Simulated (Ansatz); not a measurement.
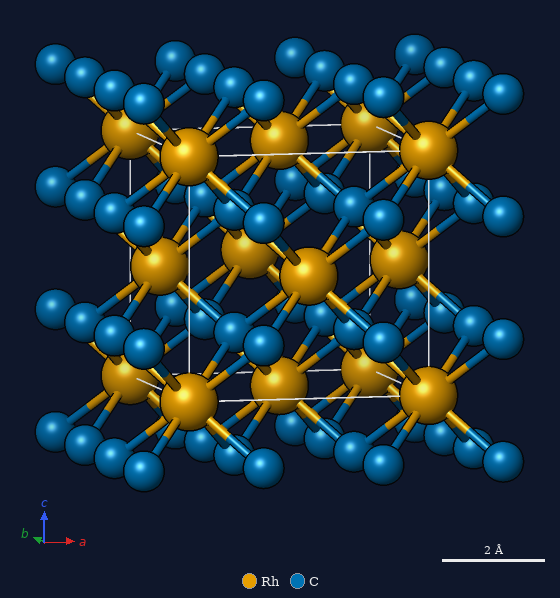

The starting point is solid RhC2 (built on the fluorite type). The picture is a ball-and-stick view of the conventional cell (4 times the calculation's cell), seen slightly off an axis. Lengths and directions refer to the drawn axes.

Theory: DFT PBEsol, scalar-relativistic, plane waves, PAW in Ansatz 0.2.0. Settings: plane-wave cutoff 420 eV; k-point mesh 12 × 12 × 12; occupations gaussian; smearing width 0.05 eV; no spin polarisation.

Change: All lengths are scaled by +0.7 % (volume +2.0 %), the atoms keeping their fractional coordinates. No relaxation follows.

Input file:
```yaml
crystal:
  lattice:
    - [0.0, 2.4574169975, 2.4574169975]
    - [2.4574169975, 0.0, 2.4574169975]
    - [2.4574169975, 2.4574169975, 0.0]
  atoms:
    - { symbol: Rh, position: [0.0, 0.0, 0.0] }
    - { symbol: C, position: [0.25, 0.25, 0.25] }
    - { symbol: C, position: [0.75, 0.75, 0.75] }
basis:
  ecutwfc: 420
  ecutrho_ratio: 4
kpoints:
  mp_grid: { grid: [12, 12, 12] }
hamiltonian:
  xc: pbesol
scf:
  occupations: { method: gaussian, width: 0.05 }
output:
  forces: true
  stress: true
  eigenvalues: true
```

Launched with:
```bash
ansatz run input.yaml --threads 4 --pin off --max-ram 4096MiB --backend cpu --events-out ev --progress --plain --runs-dir out
```

**What does the calculation give for the changed structure?**

The energy rises by 3.4 meV per atom. The pressure goes from −0.1 to −5.3 GPa. All forces vanish by symmetry. Near-neighbour distances before and after: C–Rh 2.114 → 2.128 Å. The space group stays Fm-3m (No. 225).
